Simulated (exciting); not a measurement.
# Core excitons at the Cd L₃ edge of KCdF3, part 3 of 3

Wanted: the near-edge spectrum and the bound core excitons at the Cd L₃ edge of KCdF3.

exciting sodium; X-ray absorption, core-level Bethe-Salpeter equation, exchange and statically screened direct term, Tamm-Dancoff, all-electron LAPW+lo LDA.

So far. Step 6 (Exchange alone): Maxima (height): 15.0 eV (0.87). The spectrum is that of the independent-particle run within 1 %. Step 7 (A changed run): Wall time by task: xsgeneigvec 13 s, screen 45 s, scrcoulint 2.2 min, exccoulint 11 s, bse 59 s.

**8. Coarser mesh**

Changed against the first singlet run: k mesh from 3×3×3 to 2×2×2.

input.xml reads:

```
<input>
  <title>KCdF3</title>
  <structure speciespath="." autormt="false" epslat="1.0e-5">
    <crystal>
      <basevect>8.2809481000 0.0000000000 0.0000000000</basevect>
      <basevect>0.0000000000 8.2809481000 0.0000000000</basevect>
      <basevect>0.0000000000 0.0000000000 8.2809481000</basevect>
    </crystal>
    <species speciesfile="Cd.xml" rmt="2.240">
      <atom coord="0.5000000000 0.5000000000 0.5000000000"/>
    </species>
    <species speciesfile="K.xml" rmt="2.464">
      <atom coord="0.0000000000 0.0000000000 0.0000000000"/>
    </species>
    <species speciesfile="F.xml" rmt="1.776">
      <atom coord="0.5000000000 0.5000000000 0.0000000000"/>
      <atom coord="0.5000000000 0.0000000000 0.5000000000"/>
      <atom coord="0.0000000000 0.5000000000 0.5000000000"/>
    </species>
  </structure>
  <groundstate do="skip" xctype="LDA_PW" ngridk="3 3 3" rgkmax="7" gmaxvr="14" nempty="8" swidth="0.001" maxscl="100" epsengy="1e-5"/>
  <xs xstype="BSE" ngridk="2 2 2" ngridq="2 2 2" vkloff="0.097 0.273 0.493" rgkmax="7" nempty="39" gqmax="3" lmaxapwwf="5" lmaxemat="3" broad="0.04594" tevout="true">
    <energywindow intv="126.896 128.513" points="440"/>
    <screening screentype="full" nempty="62"/>
    <BSE xas="true" xasspecies="1" xasatom="1" xasedge="L3" bsetype="singlet" nstlxas="1 35"/>
    <qpointset>
      <qpoint>0 0 0</qpoint>
    </qpointset>
    <plan>
      <doonly task="xsgeneigvec"/>
      <doonly task="writepmatxs"/>
      <doonly task="scrgeneigvec"/>
      <doonly task="scrwritepmat"/>
      <doonly task="screen"/>
      <doonly task="scrcoulint"/>
    </plan>
  </xs>
</input>
```

input.xml for the exchange start (cutoff and plan only) reads:

```
  gqmax="2"
  <plan>
    <doonly task="exccoulint"/>
  </plan>
```

input.xml for the last start (plan only) reads:

```
  <plan>
    <doonly task="bse"/>
  </plan>
```

Run with:

```
$ OMP_NUM_THREADS=1 mpirun -n 2 exciting
$ OMP_NUM_THREADS=1 mpirun -n 2 exciting
$ OMP_NUM_THREADS=2 exciting
```

Numbers of over 12 decimals in the logs are rounded to 6 here.

Log:

```text
| EXCITING SODIUM started for task xsgeneigvec ( 301)                          =
One-shot GS runs for BSE calculations
One-shot GS runs for k+qmt/2 grids
Info(xsgeneigvec): Generating eigenvectors for Q-point      1
Info(xsgeneigvec): Generation of eigenvectors finished
| EXCITING SODIUM started for task writepmatxs ( 320)                          =
Info(writepmatxs): Momentum matrix elements finished
| EXCITING SODIUM started for task scrgeneigvec ( 401)                         =
One-shot GS runs for BSE calculations
One-shot GS runs for k+qmt/2 grids
[...]
Info(setup_bse_block): Setting up RR part of hamiltonian
Info(setup_bse_block): Singlet spin state
Info(bse): Diagonalizing RR Hamiltonian (TDA)
Info(bse): Invoking Lapack routine ZHEEVR
      1120 eigen solutions found in the interval:
         i1=       1 i2=    1120
Info(bse): Writing excition energies and oscillator strengths to text file.
Info(makespectrum_dist): Making spectrum using formula for coupling with time reversed AR basis.
Info(makespectrum_dist): Using formalism for vanishing momentum transfer.
Info(writederived): Writing quantities derived from the macroscopic dielectric function.
Info(bselauncher): Spectrum finished for iqmt=  1
Info(bselauncher): All done for BSE type singlet
```

Elapsed: 6.1 min, on 2 MPI ranks of Intel Xeon Platinum 8259CL at 2.50GHz (Skylake/Cascade Lake), shared host.

Wall time by task: xsgeneigvec 7.5 s, writepmatxs 6.9 s, scrgeneigvec 5.1 s, scrwritepmat 4.9 s, screen 51 s, scrcoulint 51 s, exccoulint 3.9 min, bse 2.8 s.

These settings are cheaper. Against the singlet run the r.m.s. difference is 3 %. The first bright state moves from -1.70 to -1.63 eV. The lowest bare transition of this run lies at 1.23 eV, against 0.59. A coarse mesh samples few band energies, and it inflates the long-range part of the attraction.

```tsv
E (eV)	first run	this run
-6.0	0.03	0.03
-5.0	0.04	0.04
-4.0	0.05	0.05
-3.0	0.09	0.08
-2.0	0.15	0.15
-1.0	0.15	0.15
0.0	0.14	0.15
1.0	0.16	0.16
2.0	0.18	0.17
3.0	0.22	0.22
4.0	0.31	0.30
5.0	0.44	0.43
6.0	0.46	0.45
7.0	0.44	0.43
8.0	0.52	0.52
9.0	0.58	0.59
10.0	0.61	0.61
11.0	0.72	0.69
12.0	0.94	0.92
13.0	0.95	0.95
14.0	0.71	0.74
15.0	0.59	0.60
16.0	0.52	0.54
17.0	0.52	0.50
18.0	0.54	0.55
19.0	0.62	0.64
20.0	0.71	0.73
21.0	0.79	0.77
22.0	0.76	0.80
```

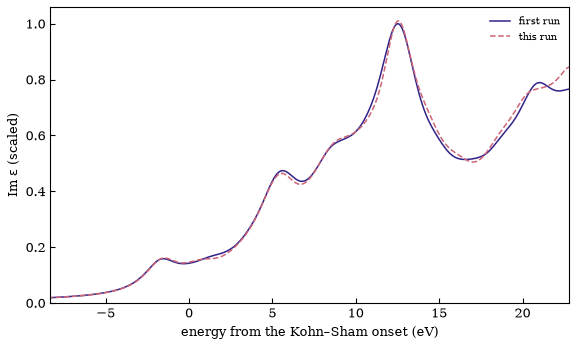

This run beside the first singlet run.

**9. The levels of theory side by side**

```tsv
level	curve passes 0.15 (eV)	highest maximum (eV)	its height
IP	2.9	15.0	0.87
RPA	2.9	15.0	0.87
singlet	-1.9	12.5	1.00
```

```tsv
E (eV)	IP	RPA	singlet
-6.0	0.02	0.02	0.03
-5.0	0.02	0.02	0.04
-4.0	0.02	0.02	0.05
-3.0	0.02	0.02	0.09
-2.0	0.03	0.03	0.15
-1.0	0.04	0.04	0.15
0.0	0.06	0.06	0.14
1.0	0.08	0.08	0.16
2.0	0.12	0.12	0.18
3.0	0.15	0.15	0.22
4.0	0.16	0.16	0.31
5.0	0.17	0.17	0.44
6.0	0.21	0.21	0.46
7.0	0.27	0.27	0.44
8.0	0.28	0.28	0.52
9.0	0.29	0.29	0.58
10.0	0.34	0.34	0.61
11.0	0.37	0.36	0.72
12.0	0.39	0.39	0.94
13.0	0.47	0.47	0.95
14.0	0.68	0.68	0.71
15.0	0.87	0.87	0.59
16.0	0.80	0.80	0.52
17.0	0.71	0.71	0.52
18.0	0.62	0.62	0.54
19.0	0.56	0.56	0.62
20.0	0.59	0.59	0.71
21.0	0.65	0.65	0.79
22.0	0.77	0.77	0.76
```

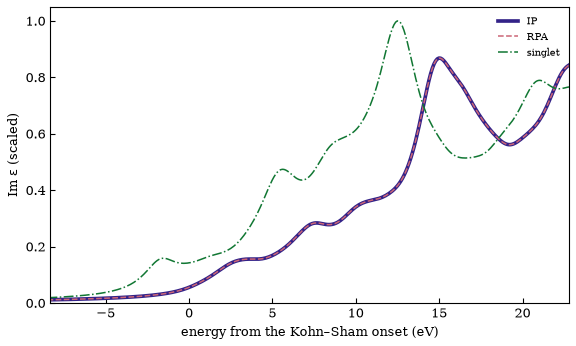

The spectrum at each level.

**10. Results**

- absorber and edge: Cd L₃, atom 1
- surroundings: 6 F at 2.19 Å (octahedral, site symmetry m-3m)
- first bright state: -1.70 eV from the Kohn–Sham onset, on this mesh
- highest maximum: 12.5 eV
- cost of the BSE run: 25 min on 2 MPI ranks of Intel Xeon Platinum 8259CL at 2.50GHz (Skylake/Cascade Lake), shared host; the last task ran on as many threads

**Reading.** Is a core exciton bound? Yes on this mesh: the first bright state (over 5 % of the brightest) lies at -1.70 eV from the Kohn–Sham onset and at -2.29 eV from the lowest bare transition of its own mesh. Exchange alone changes the independent-particle spectrum by 0.0 % r.m.s. Binding energies aren't converged on 27 k points, and fine structure above the first lines is partly noise of the mesh. The kernel cutoff is low for a compact core orbital, so the effect of exchange is a lower bound. The zero comes from the unshifted 3×3×3 ground-state mesh; it is exact only where the band minimum lies on that mesh. The conduction states carry no spin here, so the exchange coupling to the spinor core hole is only partly held. This core level is treated alone, with no coupling to its spin–orbit partner. The Kohn–Sham onset, 3465 eV, is no photon energy (tabulated edge of the element: 3538 eV): the scale needs a rigid shift. No quasiparticle correction widens the gap or stretches the bands. Vibrations and energy-dependent lifetimes are left out. The structure is a Materials Project entry, computed there, and may be a hypothetical form.

[Banner, clock and machine lines of the logs are left out without a mark of their own.]

[Logs are printed without paths, hosts, clocks, repeated set-up lines and the standing remarks that a program may print on its own settings, such as how far it seeks lower states.]

[Hosts, paths, dates, database ids (printed as entryN), source tags and the programs' standing remarks are cut or masked in the printed files.]
